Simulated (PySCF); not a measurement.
**C2H6OSSi2: core-level calculation**

C2H6OSSi2, computed with delta-SCF UKS PBE0, pcX-2 on the ionised atom, pcseg-1 elsewhere, spin-free X2C (PySCF 2.14.0).

Figures and captions count atoms from 1; the log counts them from 0 in places.

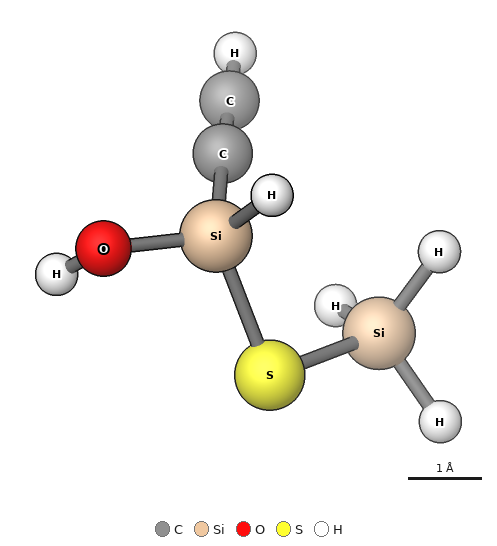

*The structure as given in the input (ball-and-stick view, seen at a tilt).*

### Results in brief

```csv
quantity,value
outcome,converged
hardware,"1 CPU thread, shared host"
wall time,2.6 min
peak memory,0.81 GiB
```

### Input
```
{"job": {"kind": "xps", "xc": "PBE0"}, "charge": 0, "multiplicity": 1}
C      1.164762    -1.259636     1.266473
C      1.148028    -0.475455     0.335072
Si     1.059791     0.710671    -1.062302
O      2.168205     0.367532    -2.238884
S     -0.913155     0.594401    -1.901496
Si    -2.090937     0.164419    -0.148931
H      1.186169    -1.952612     2.089318
H      1.385509     2.073635    -0.585827
H      2.100730    -0.494285    -2.662008
H     -1.685272     1.032922     0.994220
H     -3.492175     0.478471    -0.549183
H     -1.993784    -1.268564     0.248549
```

The first line tells a small driver script what to run in PySCF; the rest is the geometry in Å.

Command:
```bash
OMP_NUM_THREADS=1 python <driver script> task.json out
```

### The program's output
```
ground state, core basis on atom 0 (C), 157 functions
  cycle   1  E = -1133.68800900  |g| = 7.00e-01
  cycle   2  E = -1133.57747745  |g| = 1.03e+00
  cycle   3  E = -1133.78849146  |g| = 1.22e-01
  cycle   4  E = -1133.79179366  |g| = 3.25e-02
  cycle   5  E = -1133.79204645  |g| = 1.54e-02
  cycle   6  E = -1133.79209711  |g| = 6.56e-03
  cycle   7  E = -1133.79210678  |g| = 8.71e-04
  cycle   8  E = -1133.79210696  |g| = 2.51e-04
  E(ground) = -1133.79123464 Eh
hole in C 1s of atom 0
  cycle   1  E = -1122.54107730  |g| = 1.51e+00
  cycle   2  E = -1119.40309216  |g| = 2.46e+00
[... 10 cycles left out ...]
  E(ion) = -1123.11535690 Eh   <S^2> = 0.8070   hole on atom = 1.000   binding energy = 290.505 eV
ground state, core basis on atom 1 (C), 157 functions
[... 5 cycles left out ...]
  E(ground) = -1133.79261502 Eh
hole in C 1s of atom 1
[... 12 cycles left out ...]
  E(ion) = -1123.12876375 Eh   <S^2> = 0.8073   hole on atom = 1.000   binding energy = 290.178 eV
ground state, core basis on atom 2 (Si), 168 functions
[... 6 cycles left out ...]
  E(ground) = -1133.86529871 Eh
hole in Si 1s of atom 2
[... 10 cycles left out ...]
  E(ion) = -1066.03120425 Eh   <S^2> = 0.7518   hole on atom = 1.000   binding energy = 1845.860 eV
hole in Si 2p of atom 2
[... 10 cycles left out ...]
  E(ion) = -1129.90344462 Eh   <S^2> = 0.7526   hole on atom = 1.003   binding energy = 107.808 eV
  2p3/2 = 107.635 eV   2p1/2 = 108.254 eV
ground state, core basis on atom 3 (O), 157 functions
[... 6 cycles left out ...]
  E(ground) = -1133.81996592 Eh
hole in O 1s of atom 3
[... 10 cycles left out ...]
  E(ion) = -1114.04843215 Eh   <S^2> = 0.7579   hole on atom = 1.000   binding energy = 538.011 eV
ground state, core basis on atom 4 (S), 168 functions
[... 7 cycles left out ...]
  E(ground) = -1133.92380004 Eh
hole in S 1s of atom 4
[... 9 cycles left out ...]
  E(ion) = -1043.01673525 Eh   <S^2> = 0.7516   hole on atom = 1.000   binding energy = 2473.707 eV
hole in S 2p of atom 4
[... 9 cycles left out ...]
  E(ion) = -1127.72898940 Eh   <S^2> = 0.7523   hole on atom = 1.001   binding energy = 168.569 eV
  2p3/2 = 168.242 eV   2p1/2 = 169.463 eV
ground state, core basis on atom 5 (Si), 168 functions
[... 6 cycles left out ...]
  E(ground) = -1133.85434324 Eh
hole in Si 1s of atom 5
[... 10 cycles left out ...]
  E(ion) = -1066.05546775 Eh   <S^2> = 0.7521   hole on atom = 1.000   binding energy = 1844.901 eV
hole in Si 2p of atom 5
  cycle   1  E = -1129.58271750  |g| = 1.22e+00
  cycle   2  E = -1129.51975032  |g| = 1.02e+00
  cycle   3  E = -1129.87167227  |g| = 2.60e-01
  cycle   4  E = -1129.91324261  |g| = 8.22e-02
  cycle   5  E = -1129.91596030  |g| = 4.60e-02
  cycle   6  E = -1129.91691280  |g| = 1.46e-02
  cycle   7  E = -1129.91702638  |g| = 3.86e-03
  cycle   8  E = -1129.91703415  |g| = 1.21e-03
  cycle   9  E = -1129.91703473  |g| = 5.30e-04
  cycle  10  E = -1129.91703584  |g| = 1.37e-04
  E(ion) = -1129.91644036 Eh   <S^2> = 0.7538   hole on atom = 1.002   binding energy = 107.156 eV
  2p3/2 = 106.908 eV   2p1/2 = 107.526 eV
```

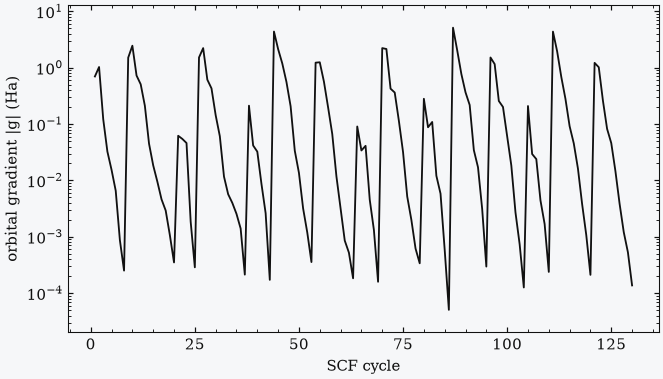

*Convergence of the self-consistent field: orbital gradient |g| against the SCF cycle.*

All cycles printed in the log are drawn one after another.

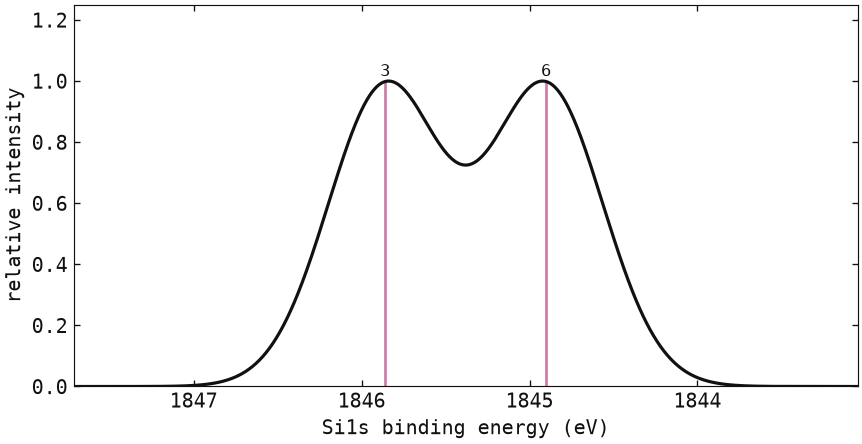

*Si1s binding energies by ΔSCF of the atoms computed, labelled by atom number, with a Gaussian envelope of 0.8 eV full width.*

They run from 1844.90 eV (atom 6) to 1845.86 eV (atom 3).
